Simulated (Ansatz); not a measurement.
# GaNH₂+ (doublet): wave-function methods side by side, cc-pVDZ

Aim: climb from Hartree-Fock through coupled cluster for GaNH₂+ (doublet) at one geometry and basis, and see what each rung misses.

Method: cc-pVDZ, core rule «outside noble gas», up to 15 orbitals frozen; program: Ansatz 0.2.0, Gaussian basis.

To be run: UHF; CCSD(T) on ROHF; CCSD(T) on UHF; BCCD(T) on ROHF; CISD; CCSDT(Q) on ROHF; CCSDT(Q) on UHF; CCSDTQ on ROHF.

9 further runs of the same task are left out: 5 for a known fault of the program, 4 set aside as unsound or not needed.

### 1 What is computed

The geometry is a PBE0/def2-TZVP stationary point (not a proven minimum) of the parent state, kept for this charge and spin. No spin-orbit coupling is included. The filled d shell of Ga may be among the frozen orbitals whatever the setting's name suggests; the logs give the count.

4 atoms, charge 1, spin multiplicity 2.

Atoms are counted from 1 here; the program's logs count them from 0.

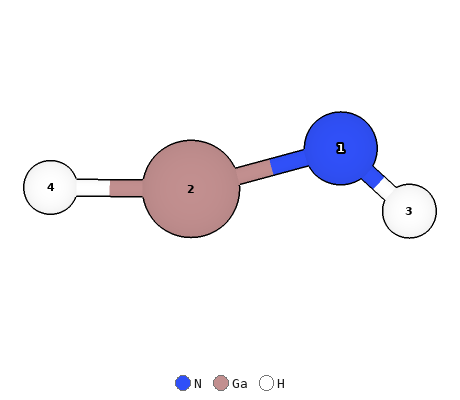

The structure; nitrogen blue, gallium pink, hydrogen white; atoms are numbered from 1 in the order of the file.

### 2 UHF

in.yaml reads:

```yaml
crystal:
  periodic: [false, false, false]
  atoms:
    - {symbol: N, position_ang: [0.000000, -0.153152, 1.398194]}
    - {symbol: Ga, position_ang: [0.000000, 0.024866, -0.284267]}
    - {symbol: H, position_ang: [0.000000, 0.642469, 2.025804]}
    - {symbol: H, position_ang: [0.000000, -0.234291, -1.791777]}
basis:
  gaussian: {orbitals: cc-pVDZ}
total_charge: 1
magnetization: {spin_polarized: true, initial_magnetization: 1}
hamiltonian: {xc: hf}
output: {orbitals: {seedname: orbitals}}
```

The run is started by

```
> ansatz run in.yaml --threads 1 --pin off --events-out ev --progress --plain --max-ram 4096MiB --backend cpu
```

After this run come: CCSD(T) on ROHF; CCSD(T) on UHF; BCCD(T) on ROHF; CISD; CCSDT(Q) on ROHF; CCSDT(Q) on UHF; CCSDTQ on ROHF.

Before running them: what should the planned runs give, taken together? Wanted: RCCSDTQ below the RHF energy; RMP2 from RCCSDTQ; UMP2 from RCCSDTQ; RCCSD from RCCSDTQ; RCCSD(T) from RCCSDTQ; UCCSD(T) from RCCSDTQ; RCCSDT(Q) from RCCSDTQ; UCCSDT(Q) from RCCSDTQ; T1 diagnostic.

As calculated:

| quantity | value |
| --- | --- |
| RCCSDTQ below the RHF energy | -5.7675 eV |
| RMP2 from RCCSDTQ | +831.7 meV |
| UMP2 from RCCSDTQ | +834.2 meV |
| RCCSD from RCCSDTQ | +168.5 meV |
| RCCSD(T) from RCCSDTQ | +33.6 meV |
| UCCSD(T) from RCCSDTQ | +33.3 meV |
| RCCSDT(Q) from RCCSDTQ | +0.6 meV |
| UCCSDT(Q) from RCCSDTQ | -1.4 meV |
| levels within 1 kcal/mol (43 meV) | RCCSD(T), UCCSD(T), BCCD(T), RCCSDT, UCCSDT, RCCSDT(Q), UCCSDT(Q) |
| T1 diagnostic | 0.022 |

In words: RCCSD(T) lands +33.6 meV from the yardstick (0.6 % of the correlation energy). These misses are within one basis, not against nature; the frozen cores of restricted and unrestricted runs differ, which can shift their rows.
